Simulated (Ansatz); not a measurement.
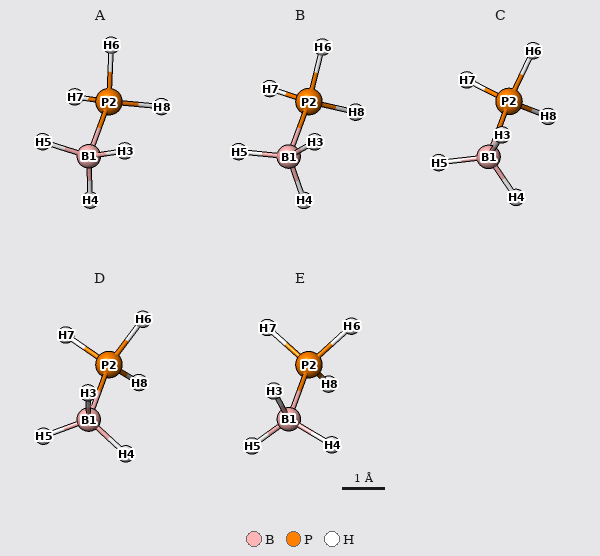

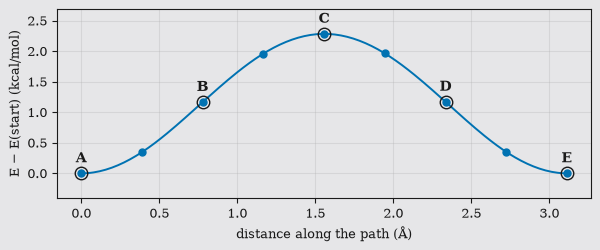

A search for the minimum-energy path of BPH$_{6}$ by the nudged elastic band. Images are numbered from 0 (start) to 8 (end). Frames A to E are images 0, 2, 4, 6, 8. Style: ball-and-stick. Shown from a free direction.

All numbers below come from RKS B3LYP-D4/def2-SVP (Ansatz). Settings: 7 movable images; climbing image; force threshold 0.03 eV/Å; iteration limit 60; starting path through a guess of the saddle point.

### Describe the mechanism and the energy profile.

The motion is a rotation about the B1–P2 bond by about 120°. No bond forms or breaks between the ends. The two ends have the same energy, and the highest point, image 4, lies 2.28 kcal/mol above the start. The band converged in 5 iterations. The largest component of the band force went from 2.3 to 0.027 eV/Å. The climbing image converged on the top of the path. Its vibrational analysis gives one imaginary mode (227i cm⁻¹), as a transition state must have.

Cost: 2.1 min on 1 thread of AMD EPYC (Zen 3) (shared host), peak memory 0.12 GiB.
